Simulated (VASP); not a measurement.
Band structure of LuSe (space group Fm-3m). Method: PBEsol GGA, VASP's PBE PAW potentials (set 64) (plane waves; VASP 6.6.1).

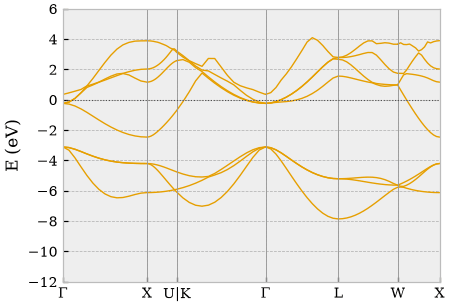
Bands along high-symmetry lines, zero at the valence-band maximum or, without a gap, the Fermi level

### Question
Read the plot: is there a gap, and where are the band edges?

### Answer
It has no gap at this level: it comes out as a metal or semimetal. (Edges off the drawn lines would not show.)

The structure comes from a measured LuSe entry (Fm-3m) of the Crystallography Open Database, whose conditions weren't checked. It was relaxed first. The electron count is odd and the run is not spin-polarised, which forces a metal.
